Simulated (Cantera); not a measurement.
A closed system holds: 1 mol CHF₃, 2.2 mol HCl, a varied amount of Si, held at 1248.15 K and 2.10e-5 bar.

These are equilibrium values from Cantera (NASA tables, ideal gas, pure condensed phases), not measurements of a reactor. Candidate condensed phases: C, C₆H₆, C₇H₈, C₈H₁₈, Si, SiC; 143 gas species. The tables' values for SiF₃, SiCl₃, SiF₂ are old estimates; treat these amounts as uncertain. Rates play no part.

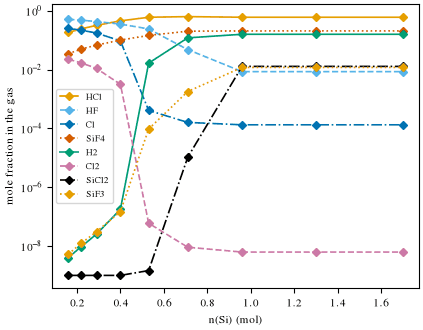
Figure. Equilibrium gas composition (values under 1e-9 drawn at 1e-9)

Read off the mole fractions at 0.96 mol Si.

HCl about 0.60, SiF₄ about 0.21, H₂ about 0.16, SiCl₂ about 0.013, SiF₃ about 0.012, HF about 0.0085, Cl about 0.00013.
